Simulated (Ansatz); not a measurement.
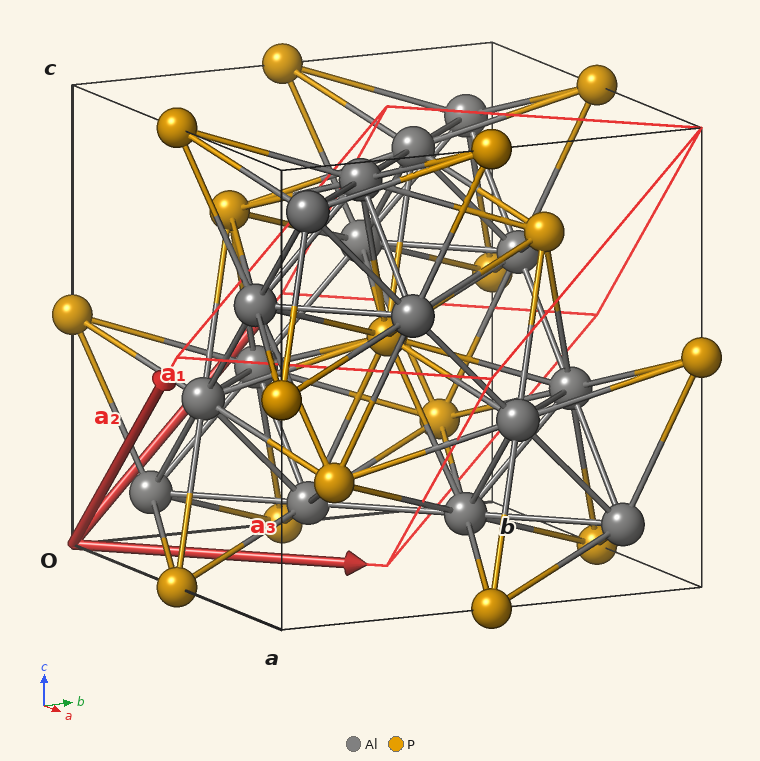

For Al₂P, the geometry relaxed with DFT PBE, scalar-relativistic, plane waves, PAW (Ansatz); the starting structure was generated, so it need not be a known form of this composition: the conventional cell (thin) and a primitive cell (coloured, vectors a₁, a₂, a₃). Symmetry computed with spglib at a tolerance of 0.002 Å; standard conventional cell.

a = 7.402 Å, b = 7.402 Å, c = 7.402 Å, α = 90.00°, β = 90.00°, γ = 90.00°.

Q: What is the centring, and how are the primitive vectors built?

A: F, face-centred cubic, with lattice points at (0, 0, 0), (1/2, 1/2, 0), (1/2, 0, 1/2), (0, 1/2, 1/2). a₁ = 1/2 b + 1/2 c; a₂ = 1/2 a + 1/2 c; a₃ = 1/2 a + 1/2 b.

Q: Give the primitive cell's size and content.

A: Edges 5.234, 5.234, 5.234 Å; angles 60.00°, 60.00°, 60.00°; volume 101.39 Å³, 1/4 of the conventional cell; 6 of its 24 atoms.
